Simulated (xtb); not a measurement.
Run report: C$_{3}$H$_{8}$Ge, geometry relaxation (part 3 of 3)

Continued. System: C$_{3}$H$_{8}$Ge (GeH2Me(vinyl)), SMILES [H][Ge]([H])([CH3])[CH]=C. Method: GFN1-xTB (xtb 6.7.1). 

Geometry of the input (Å):
```
Ge 0.8589  0.3690  0.3086
H  0.7397  0.3066  1.7919
H  2.2728  0.2409  -0.0199
C  0.0291  1.9605  -0.4117
H  0.4900  2.7775  -0.0820
H  -1.0253  2.1077  -0.0928
H  0.0093  1.9675  -1.4931
C  -0.1396  -1.2893  -0.4749
C  -0.8247  -2.1100  0.3397
H  -0.0941  -1.4545  -1.3045
H  -1.0459  -2.0513  1.3830
H  -1.3757  -2.9778  -0.0278
```

What the program printed, continued:
```
         :::::::::::::::::::::::::::::::::::::::::::::::::::::
         ::                     SUMMARY                     ::
         :::::::::::::::::::::::::::::::::::::::::::::::::::::
         :: total energy             -12.273030863803 Eh    ::
         :: gradient norm              0.000793048634 Eh/a0 ::
         :: HOMO-LUMO gap              4.854970017567 eV    ::
         ::.................................................::
         :: SCC energy               -12.448065929563 Eh    ::
         :: -> electrostatic           0.015049546462 Eh    ::
         :: repulsion energy           0.178690384660 Eh    ::
         :: dispersion energy         -0.003655318899 Eh    ::
         :: halogen bond corr.         0.000000000000 Eh    ::
         :: add. restraining           0.000000000000 Eh    ::
         :: total charge              -0.000000000000 e     ::
         :::::::::::::::::::::::::::::::::::::::::::::::::::::

           -------------------------------------------------
          |                Property Printout                |
           -------------------------------------------------

    * Orbital Energies and Occupations

         #    Occupation            Energy/Eh            Energy/eV
      -------------------------------------------------------------
         1        2.0000           -0.6576712             -17.8961
         2        2.0000           -0.6424578             -17.4822
         3        2.0000           -0.6161937             -16.7675
         4        2.0000           -0.5910056             -16.0821
         5        2.0000           -0.5507466             -14.9866
         6        2.0000           -0.5266724             -14.3315
         7        2.0000           -0.5260490             -14.3145
         8        2.0000           -0.5110060             -13.9052
         9        2.0000           -0.4736655             -12.8891
        10        2.0000           -0.4664356             -12.6924
        11        2.0000           -0.4511086             -12.2753
        12        2.0000           -0.4438175             -12.0769 (HOMO)
        13                         -0.2654006              -7.2219 (LUMO)
        14                         -0.2043804              -5.5615
        15                         -0.1957563              -5.3268
        16                         -0.1753951              -4.7727
        17                         -0.1514911              -4.1223
        18                         -0.1449251              -3.9436
        19                         -0.1258091              -3.4234
        20                         -0.1107482              -3.0136
        21                         -0.0820678              -2.2332
        22                         -0.0700503              -1.9062
        23                         -0.0589845              -1.6051
       ...                                ...                  ...
        37                          0.5962947              16.2260
      -------------------------------------------------------------
                  HL-Gap            0.1784169 Eh            4.8550 eV
             Fermi-level           -0.3546090 Eh           -9.6494 eV

  Mulliken/CM5 charges         n(s)   n(p)   n(d)
     1ge    0.09800 -0.07573   1.399  2.132  0.370
     2h    -0.04865  0.01858   1.049  0.000  0.000
     3h    -0.04842  0.01839   1.048  0.000  0.000
     4c    -0.15287 -0.28532   1.047  3.106  0.000
     5h     0.05362  0.10550   0.946  0.000  0.000
     6h     0.05258  0.10479   0.947  0.000  0.000
     7h     0.05301  0.10518   0.947  0.000  0.000
     8c    -0.08930 -0.13464   1.119  2.971  0.000
     9c    -0.02691 -0.12702   1.058  2.969  0.000
    10h     0.04044  0.09624   0.960  0.000  0.000
    11h     0.03480  0.08810   0.965  0.000  0.000
    12h     0.03369  0.08592   0.966  0.000  0.000

Wiberg/Mayer (AO) data.
largest (>0.10) Wiberg bond orders for each atom

 ---------------------------------------------------------------------------
     #   Z sym  total        # sym  WBO       # sym  WBO       # sym  WBO
 ---------------------------------------------------------------------------
     1  32 ge   4.172 --     4 c    1.037     8 c    1.014     2 h    0.915
                             3 h    0.913     9 c    0.107
     2   1 h    0.996 --     1 ge   0.915
     3   1 h    0.997 --     1 ge   0.913
     4   6 c    3.978 --     1 ge   1.037     5 h    0.951     6 h    0.945
                             7 h    0.943
     5   1 h    0.998 --     4 c    0.951
     6   1 h    0.999 --     4 c    0.945
     7   1 h    0.999 --     4 c    0.943
     8   6 c    3.967 --     9 c    1.915     1 ge   1.014    10 h    0.950
     9   6 c    3.995 --     8 c    1.915    12 h    0.974    11 h    0.971
                             1 ge   0.107
    10   1 h    1.003 --     8 c    0.950
    11   1 h    1.006 --     9 c    0.971
    12   1 h    1.007 --     9 c    0.974
 ---------------------------------------------------------------------------

Topologies differ in total number of bonds
Writing topology from bond orders to xtbtopo.mol

 dipole moment from electron density (au)
     X       Y       Z
  -0.3696   0.0692  -0.2674  total (Debye):    1.173

           -------------------------------------------------
          |                Geometry Summary                 |
           -------------------------------------------------

      molecular mass/u    :      116.7232839
   center of mass at/Å    :        0.3895788       0.0552542       0.1718279
  moments of inertia/u·Å² :        0.4932763E+02   0.1828801E+03   0.2089554E+03
rotational constants/cm⁻¹ :        0.3417483E+00   0.9217858E-01   0.8067575E-01

 * 10 selected distances

     #   Z          #   Z                                           value/Å
     1  32 ge       2   1 h                                       1.4917994
     1  32 ge       3   1 h                                       1.4933952
     1  32 ge       4   6 c                                       1.9559122 (max)
     4   6 c        5   1 h                                       1.0925655
     4   6 c        6   1 h                                       1.0939558
     4   6 c        7   1 h                                       1.0945952
     8   6 c        9   6 c                                       1.3323043
     8   6 c       10   1 h                                       1.0918624
     9   6 c       11   1 h                                       1.0852286
     9   6 c       12   1 h                                       1.0850914 (min)

 * 4 distinct bonds (by element types)

   Z      Z             #   av. dist./Å        max./Å        min./Å
   1 H    6 C           6     1.0905498     1.0945952     1.0850914
   6 C    6 C           1     1.3323043     1.3323043     1.3323043
   1 H   32 Ge          2     1.4925973     1.4933952     1.4917994
   6 C   32 Ge          1     1.9559122     1.9559122     1.9559122

optimized geometry written to: xtbopt.coord

           -------------------------------------------------
          | TOTAL ENERGY              -12.273030863803 Eh   |
          | GRADIENT NORM               0.000793048634 Eh/α |
          | HOMO-LUMO GAP               4.854970017567 eV   |
           -------------------------------------------------

------------------------------------------------------------------------
------------------------------------------------------------------------
 total:
 *  cpu-time:     0 d,  0 h,  0 min,  0.136 sec
 * ratio c/w:     1.000 speedup
 SCF:
 *  cpu-time:     0 d,  0 h,  0 min,  0.011 sec
 * ratio c/w:     1.000 speedup
 ANC optimizer:
 *  cpu-time:     0 d,  0 h,  0 min,  0.116 sec
 * ratio c/w:     1.000 speedup
```

Standard error:
```
normal termination of xtb
```

Trajectory as extended XYZ (Å, eV, eV/Å), 12 frames, from step=0 to step=11:
```
12
Properties=species:S:1:pos:R:3 step=0 energy=-331.86286
Ge    0.8589    0.3690    0.3086
H     0.7397    0.3066    1.7919
H     2.2728    0.2409   -0.0199
C     0.0291    1.9605   -0.4117
H     0.4900    2.7775   -0.0820
H    -1.0253    2.1077   -0.0928
H     0.0093    1.9675   -1.4931
C    -0.1396   -1.2893   -0.4749
C    -0.8247   -2.1100    0.3397
H    -0.0941   -1.4545   -1.3045
H    -1.0459   -2.0513    1.3830
H    -1.3757   -2.9778   -0.0278
12
Properties=species:S:1:pos:R:3 step=1 energy=-333.83782
Ge    0.8292    0.3354    0.3061
H     0.7390    0.3071    1.7940
H     2.2733    0.2449   -0.0235
C     0.0155    1.9520   -0.4138
H     0.5183    2.8179   -0.0711
H    -1.0285    2.0902   -0.0927
H     0.0088    1.9615   -1.5018
C    -0.1362   -1.2721   -0.3904
C    -0.8424   -2.1079    0.3606
H    -0.0748   -1.4623   -1.4183
H    -1.0383   -2.0449    1.4133
H    -1.3694   -2.9749   -0.0460
12
Properties=species:S:1:pos:R:3 step=2 energy=-333.94262
Ge    0.7790    0.3027    0.3232
H     0.7297    0.3179    1.8170
H     2.2240    0.2341   -0.0466
C     0.0157    1.9458   -0.4116
H     0.5427    2.8314   -0.0794
H    -1.0260    2.0595   -0.0894
H     0.0157    1.9389   -1.5044
C    -0.1171   -1.2640   -0.3773
C    -0.8506   -2.0966    0.3559
H    -0.0573   -1.4428   -1.4287
H    -0.9864   -2.0289    1.4312
H    -1.3752   -2.9512   -0.0733
12
Properties=species:S:1:pos:R:3 step=3 energy=-333.96145
Ge    0.7979    0.3028    0.3274
H     0.7204    0.2989    1.8159
H     2.2461    0.2351   -0.0390
C     0.0087    1.9355   -0.4095
H     0.5441    2.8349   -0.0892
H    -1.0342    2.0405   -0.0949
H     0.0176    1.9165   -1.5041
C    -0.1396   -1.2393   -0.3666
C    -0.8561   -2.0975    0.3577
H    -0.0713   -1.4153   -1.4330
H    -0.9775   -2.0122    1.4358
H    -1.3617   -2.9532   -0.0841
12
Properties=species:S:1:pos:R:3 step=4 energy=-333.96458
Ge    0.7942    0.3085    0.3370
H     0.7304    0.3030    1.8267
H     2.2393    0.2246   -0.0323
C     0.0055    1.9370   -0.4086
H     0.5411    2.8414   -0.0968
H    -1.0374    2.0403   -0.0968
H     0.0175    1.9099   -1.5033
C    -0.1318   -1.2474   -0.3669
C    -0.8496   -2.1059    0.3565
H    -0.0748   -1.4151   -1.4424
H    -0.9633   -2.0071    1.4330
H    -1.3767   -2.9423   -0.0896
12
Properties=species:S:1:pos:R:3 step=5 energy=-333.96538
Ge    0.7950    0.3064    0.3369
H     0.7311    0.3043    1.8273
H     2.2409    0.2272   -0.0280
C     0.0073    1.9348   -0.4086
H     0.5393    2.8389   -0.0974
H    -1.0359    2.0385   -0.0974
H     0.0195    1.9079   -1.5028
C    -0.1375   -1.2439   -0.3690
C    -0.8533   -2.1025    0.3557
H    -0.0800   -1.4118   -1.4451
H    -0.9609   -2.0068    1.4319
H    -1.3710   -2.9463   -0.0869
12
Properties=species:S:1:pos:R:3 step=6 energy=-333.96562
Ge    0.7955    0.3064    0.3361
H     0.7263    0.3006    1.8260
H     2.2419    0.2273   -0.0257
C     0.0087    1.9345   -0.4091
H     0.5374    2.8387   -0.0990
H    -1.0351    2.0381   -0.0985
H     0.0212    1.9063   -1.5028
C    -0.1379   -1.2424   -0.3682
C    -0.8524   -2.1019    0.3567
H    -0.0836   -1.4067   -1.4459
H    -0.9557   -2.0091    1.4324
H    -1.3719   -2.9451   -0.0857
12
Properties=species:S:1:pos:R:3 step=7 energy=-333.96575
Ge    0.7951    0.3062    0.3388
H     0.7223    0.3003    1.8287
H     2.2419    0.2262   -0.0207
C     0.0101    1.9334   -0.4098
H     0.5367    2.8387   -0.1024
H    -1.0343    2.0374   -0.1006
H     0.0231    1.9019   -1.5035
C    -0.1400   -1.2400   -0.3695
C    -0.8498   -2.1023    0.3567
H    -0.0913   -1.3989   -1.4494
H    -0.9456   -2.0128    1.4333
H    -1.3737   -2.9433   -0.0852
12
Properties=species:S:1:pos:R:3 step=8 energy=-333.96588
Ge    0.7939    0.3068    0.3405
H     0.7176    0.2997    1.8302
H     2.2420    0.2249   -0.0142
C     0.0114    1.9339   -0.4112
H     0.5383    2.8399   -0.1063
H    -1.0332    2.0386   -0.1029
H     0.0247    1.8986   -1.5051
C    -0.1424   -1.2381   -0.3700
C    -0.8472   -2.1041    0.3568
H    -0.1003   -1.3904   -1.4512
H    -0.9353   -2.0201    1.4349
H    -1.3750   -2.9428   -0.0852
12
Properties=species:S:1:pos:R:3 step=9 energy=-333.96605
Ge    0.7905    0.3074    0.3447
H     0.7076    0.3015    1.8342
H     2.2404    0.2218   -0.0030
C     0.0142    1.9343   -0.4146
H     0.5442    2.8409   -0.1139
H    -1.0302    2.0433   -0.1077
H     0.0283    1.8933   -1.5084
C    -0.1490   -1.2335   -0.3703
C    -0.8412   -2.1090    0.3572
H    -0.1204   -1.3720   -1.4533
H    -0.9165   -2.0365    1.4372
H    -1.3734   -2.9448   -0.0856
12
Properties=species:S:1:pos:R:3 step=10 energy=-333.96618
Ge    0.7863    0.3087    0.3471
H     0.6993    0.3048    1.8363
H     2.2372    0.2190    0.0051
C     0.0169    1.9363   -0.4175
H     0.5506    2.8418   -0.1193
H    -1.0274    2.0507   -0.1123
H     0.0324    1.8917   -1.5111
C    -0.1549   -1.2310   -0.3688
C    -0.8377   -2.1148    0.3577
H    -0.1371   -1.3586   -1.4530
H    -0.9010   -2.0526    1.4393
H    -1.3703   -2.9491   -0.0870
12
Properties=species:S:1:pos:R:3 step=11 energy=-333.96618
Ge    0.7863    0.3087    0.3471
H     0.6993    0.3048    1.8363
H     2.2372    0.2190    0.0051
C     0.0169    1.9363   -0.4175
H     0.5506    2.8418   -0.1193
H    -1.0274    2.0507   -0.1123
H     0.0324    1.8917   -1.5111
C    -0.1549   -1.2310   -0.3688
C    -0.8377   -2.1148    0.3577
H    -0.1371   -1.3586   -1.4530
H    -0.9010   -2.0526    1.4393
H    -1.3703   -2.9491   -0.0870
```

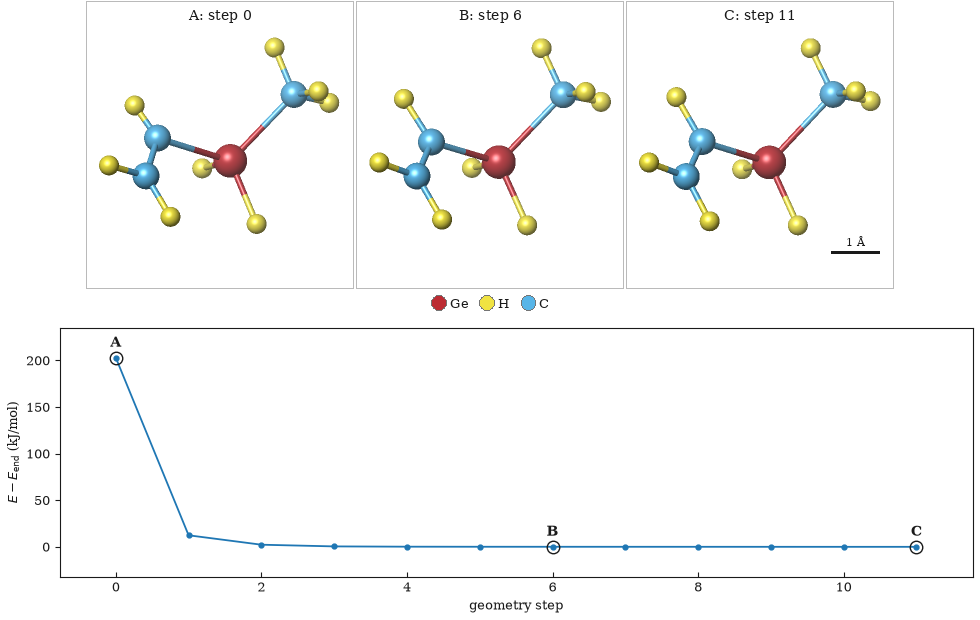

**Figure 1.** Frames of the relaxation (ball-and-stick view, seen at a tilt) above the curves, on which the letters mark them (steps are counted from 0).

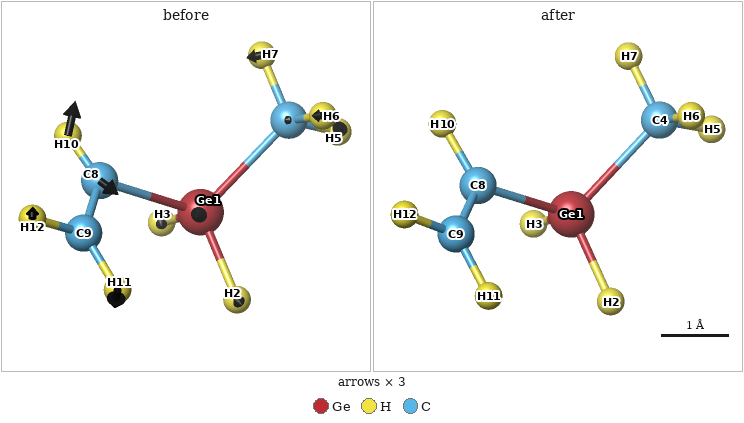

**Figure 2.** Before (left) and after (right) the relaxation, at one scale (ball-and-stick view, seen at a tilt). The black arrows give the displacements, magnified 3 times. The atom that moves furthest after the best rigid fit is H10 (0.18 Å). By element the largest moves are H 0.18 Å, C 0.12 Å, Ge 0.10 Å. Among the contacts that change: C8–H10 0.847 → 1.092 Å, Ge1–C8 2.088 → 1.941 Å, C4–H5 0.994 → 1.093 Å, Ge1–H3 1.457 → 1.493 Å. Among the angles that change: H11–C9–H12 105.5° → 115.1°, C8–C9–H11 131.6° → 122.4°, Ge1–C8–C9 120.1° → 125.0°. After 11 geometry steps the energy has fallen by 202.9 kJ/mol. (Atoms are counted from 1 in the order of the input.)

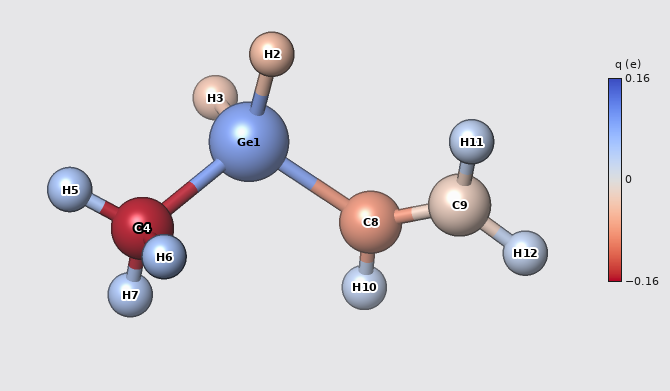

**Figure 3.** Mulliken charges, as the colour of each atom (ball-and-stick view, seen on its broad side; atoms are numbered from 1 in the order of the input). By element: Ge +0.10, H −0.05 to +0.05 and C −0.15 to −0.03 e.

Key numbers:

```json
{"quantity": "outcome", "value": "converged"}
{"quantity": "electrons treated", "value": "24"}
{"quantity": "total energy", "value": "−12.273031 hartree"}
{"quantity": "dispersion energy", "value": "−0.003655 hartree"}
{"quantity": "basis functions", "value": "38"}
{"quantity": "HOMO", "value": "−12.08 eV"}
{"quantity": "LUMO", "value": "−7.22 eV"}
{"quantity": "dipole moment", "value": "1.17 D"}
{"quantity": "peak memory", "value": "0.072 GiB"}
```

Notes:

Settings chosen away from the usual ones: method = gfn1-xtb; task = optimise; x = {"opt_engine": "lbfgs"}; opt_level = normal; partner = base.
